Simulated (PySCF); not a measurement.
```xyz
21

C    -2.1521    2.2829    1.0632
C    -1.4722    1.3451    0.7428
C    -0.7270    0.1911    0.4066
C    -1.3404   -1.1131    0.8372
C    -2.3247   -1.6172   -0.2177
C     0.4228    0.2976   -0.2778
C     1.0057    1.5958   -0.7322
S     1.3045   -1.1710   -0.7589
Si    3.3616   -0.7068   -0.3561
H    -2.7320    3.1136    1.3355
H    -0.5520   -1.8547    0.9767
H    -1.8638   -0.9696    1.7853
H    -2.7822   -2.5485    0.1075
H    -1.8037   -1.7936   -1.1555
H    -3.1088   -0.8818   -0.3857
H     1.2427    1.5510   -1.7948
H     0.2990    2.4046   -0.5587
H     1.9273    1.8162   -0.1897
H     3.9827   -2.0144   -0.4655
H     3.4369   -0.1451    0.9871
H     3.8668    0.2346   -1.3498
```

Geometry: GFN2-xTB.

The calculation used PySCF, PBE0/pcSseg-1, SCF density, gas phase, non-relativistic.

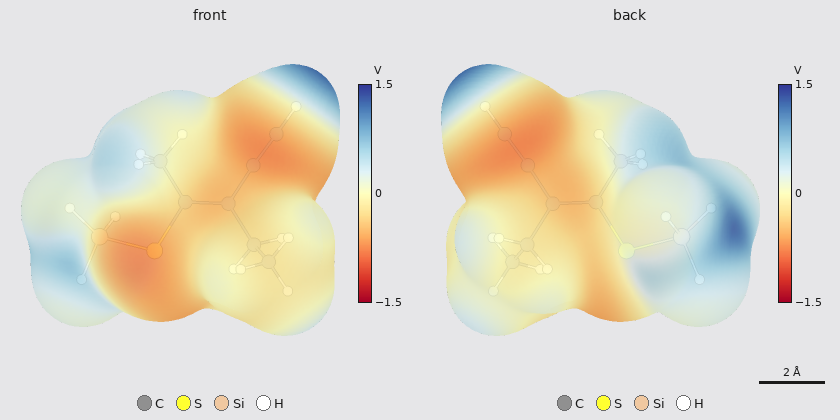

C₇H₁₂SSi (SMILES C#C/C(CC)=C(\C)S[SiH3]). The electrostatic potential painted on the density surface at 0.001 e/bohr³, seen from the front and from behind; red is negative and blue positive.

Which sites attract a positive test charge, and which a negative one?

A positive charge is drawn to the negative regions and a negative charge to the positive ones. The most negative region (about −0.8 V, or −18 kcal/mol for a unit charge) lies over C1, C2 and S8, the most positive (about +1.2 V, or +28 kcal/mol for a unit charge) over Si9 and H10.

How polar is the molecule by this calculation?

Its dipole moment is 1.39 D.
